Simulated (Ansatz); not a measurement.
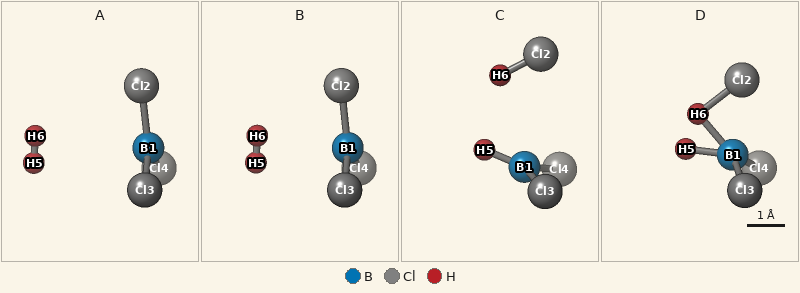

4 geometries from a converged minimum-energy path of BH2Cl3, made up at the start of BCl3 and H₂, shuffled. The picture is a ball-and-stick view, seen at a tilt.

All numbers below come from Ansatz, RKS B3LYP-D4/def2-SVP. Set-up: 5 movable images; climbing image; force threshold 0.05 eV/Å; iteration limit 60; starting path through a guess of the saddle point.

Which of them lies highest in energy?

Answer. D. In order along the path, whose images run from 0 to 6: A (image 0, 0.00 eV), B (image 1, +0.08 eV), D (image 3, +1.59 eV), C (image 5, +0.61 eV). Breaking: B1–Cl2 (1.75 → 2.12 at the top → 3.27 Å), H5–H6 (0.76 → 1.05 at the top → 2.85 Å). Forming: B1–H5 (3.22 → 1.31 at the top → 1.20 Å), Cl2–H6 (3.30 → 1.57 at the top → 1.29 Å).

Limits of the set-up: the start holds two separate molecules, 3.1 Å apart at their closest, whose relative position is a soft coordinate.

The run took 3.9 min on 2 threads of Arm Neoverse V1, on a shared host, peak memory 0.16 GiB.
